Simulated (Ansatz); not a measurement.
One crystal and one scan (scan of one atom of the cell) at two levels, PBE-D3(BJ) (plane waves to 420 eV, PAW, scalar-relativistic; Ansatz, a quantum-chemistry and plane-wave program) and r2SCAN+rVV10 (plane waves to 500 eV, PAW, scalar-relativistic; Ansatz), each from its own relaxed cell and on its own mesh. The cell shown is that of PBE-D3(BJ).

SnO (litharge type, space group P4/nmm)

```
CELL_PARAMETERS angstrom
      3.83618     0.00000     0.00000
      0.00000     3.83618     0.00000
      0.00000     0.00000     4.75736
ATOMIC_POSITIONS crystal
  Sn 0.50000 0.00000 0.24343
  Sn 0.00000 0.50000 0.75657
  O  0.00000 0.00000 0.00000
  O  0.50000 0.50000 0.00000
```

In this cell atom 2 (Sn, nearest neighbour O at 2.241 Å; its periodic images, 3.8 Å or more away, move with it) is moved by s along Cartesian [110], unit vector (0.707, 0.707, 0.000); all other atoms and the cell stay fixed.

The energy includes the smearing's −TS. SnO was relaxed with its symmetry unable to fall. The PAW data are Ansatz's earlier set. With partly filled bands, energies and forces of such displacements shift with the k mesh and the smearing. Percentages come from the unrounded values.

| quantity | PBE-D3(BJ) | r2SCAN+rVV10 | PBE-D3(BJ) − r2SCAN+rVV10 |
|---|---|---|---|
| Lattice constant a (Å) | 3.836 | 3.793 | +0.043 (+1.1 %) |
| Lattice constant c (Å) | 4.757 | 4.764 | -0.007 (-0.1 %) |
| Relaxed volume (Å³/atom) | 17.50 | 17.13 | +0.37 (+2.2 %) |
| Force constant k = d²E/ds² at s = 0 (finite differences) (eV/Å²) | 4.47 | 4.93 | -0.46 (-9.3 %) |

PBE-D3(BJ) gives the higher value for: lattice constant a; relaxed volume. PBE-D3(BJ) gives the lower value for: force constant k = d²E/ds² at s = 0. They agree on: lattice constant c (within 0.2 %). (PBE-D3(BJ)) At this level the bands of SnO touch or barely overlap; measurements give the solid a gap. (r2SCAN+rVV10) At this level the bands of SnO touch or barely overlap; measurements give the solid a gap. Both give the same shape of the curve: a single well with its minimum at or next to zero displacement. Neither level is exact: the differences show how much the result hangs on the functional.

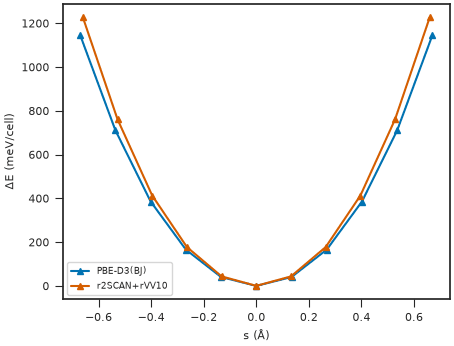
Figure: ΔE, each from the undisplaced structure of its own level.

(A displaced cell: forces are minus the slopes of the energy, force constants its curvatures, and phonons follow from these.)
